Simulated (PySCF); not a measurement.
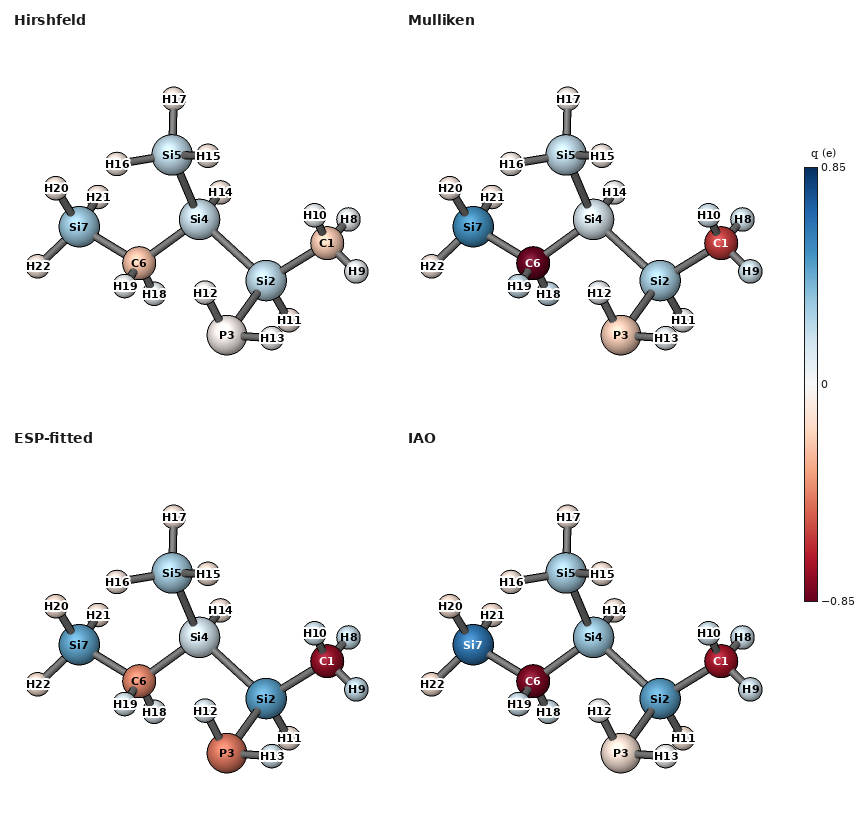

Atomic charges of one calculation by 4 schemes, on one colour scale. Computed geometry: GFN2-xTB optimisation. No frequency run is at hand to confirm it as a minimum. Level of theory: PBE0/pcSseg-1 (PySCF 2.14.0).

### On which atom do the schemes disagree most?

On C6 (from −0.84 to −0.24 e).

List the charges (e), one line for each set of equivalent atoms.

```json
{"atom": "C1", "Hirshfeld": "−0.21", "Mulliken": "−0.59", "ESP-fitted": "−0.74", "IAO": "−0.70"}
{"atom": "Si2", "Hirshfeld": "0.22", "Mulliken": "0.28", "ESP-fitted": "0.46", "IAO": "0.45"}
{"atom": "P3", "Hirshfeld": "−0.04", "Mulliken": "−0.20", "ESP-fitted": "−0.45", "IAO": "−0.11"}
{"atom": "Si4", "Hirshfeld": "0.18", "Mulliken": "0.12", "ESP-fitted": "0.15", "IAO": "0.31"}
{"atom": "Si5", "Hirshfeld": "0.21", "Mulliken": "0.21", "ESP-fitted": "0.28", "IAO": "0.28"}
{"atom": "C6", "Hirshfeld": "−0.24", "Mulliken": "−0.84", "ESP-fitted": "−0.41", "IAO": "−0.79"}
{"atom": "Si7", "Hirshfeld": "0.31", "Mulliken": "0.51", "ESP-fitted": "0.45", "IAO": "0.61"}
{"atom": "H8", "Hirshfeld": "0.04", "Mulliken": "0.14", "ESP-fitted": "0.19", "IAO": "0.16"}
{"atom": "H9", "Hirshfeld": "0.04", "Mulliken": "0.15", "ESP-fitted": "0.19", "IAO": "0.16"}
{"atom": "H10", "Hirshfeld": "0.04", "Mulliken": "0.15", "ESP-fitted": "0.16", "IAO": "0.15"}
{"atom": "H11", "Hirshfeld": "−0.08", "Mulliken": "−0.01", "ESP-fitted": "−0.08", "IAO": "−0.10"}
{"atom": "H12", "Hirshfeld": "−0.02", "Mulliken": "0.05", "ESP-fitted": "0.11", "IAO": "−0.01"}
{"atom": "H13", "Hirshfeld": "−0.01", "Mulliken": "0.06", "ESP-fitted": "0.16", "IAO": "0.00"}
{"atom": "H14", "Hirshfeld": "−0.08", "Mulliken": "0.01", "ESP-fitted": "−0.09", "IAO": "−0.09"}
{"atom": "H15", "Hirshfeld": "−0.08", "Mulliken": "−0.06", "ESP-fitted": "−0.10", "IAO": "−0.10"}
{"atom": "H16", "Hirshfeld": "−0.07", "Mulliken": "−0.04", "ESP-fitted": "−0.08", "IAO": "−0.09"}
{"atom": "H17", "Hirshfeld": "−0.07", "Mulliken": "−0.05", "ESP-fitted": "−0.09", "IAO": "−0.09"}
{"atom": "H18", "Hirshfeld": "0.04", "Mulliken": "0.18", "ESP-fitted": "0.11", "IAO": "0.16"}
{"atom": "H19", "Hirshfeld": "0.04", "Mulliken": "0.18", "ESP-fitted": "0.13", "IAO": "0.16"}
{"atom": "H20", "Hirshfeld": "−0.08", "Mulliken": "−0.08", "ESP-fitted": "−0.12", "IAO": "−0.12"}
{"atom": "H21", "Hirshfeld": "−0.08", "Mulliken": "−0.08", "ESP-fitted": "−0.11", "IAO": "−0.12"}
{"atom": "H22", "Hirshfeld": "−0.08", "Mulliken": "−0.08", "ESP-fitted": "−0.12", "IAO": "−0.11"}
```

The geometry is semi-empirical. Around P, Si such bond lengths and angles can be off by a tenth of an ångström or more and by several degrees, and values that hang on the shape move with them.
